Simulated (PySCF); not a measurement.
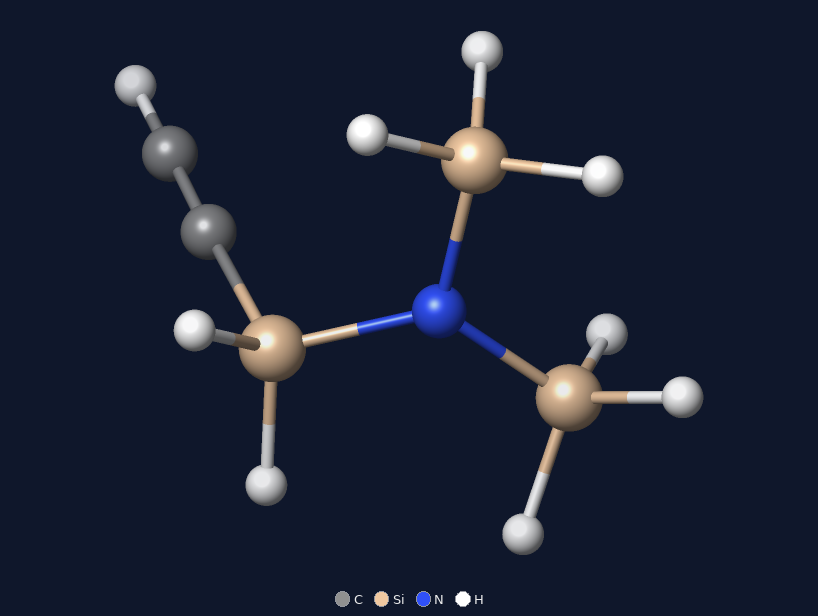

The computed structure is the end point of a GFN2-xTB optimisation. No frequency run is at hand to confirm it as a minimum.

Give the structural formula.

SMILES: C#C[SiH2]N([SiH3])[SiH3]

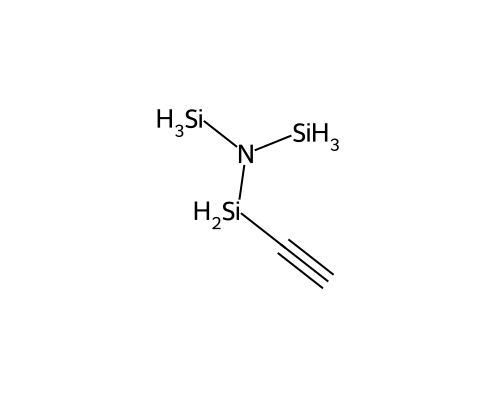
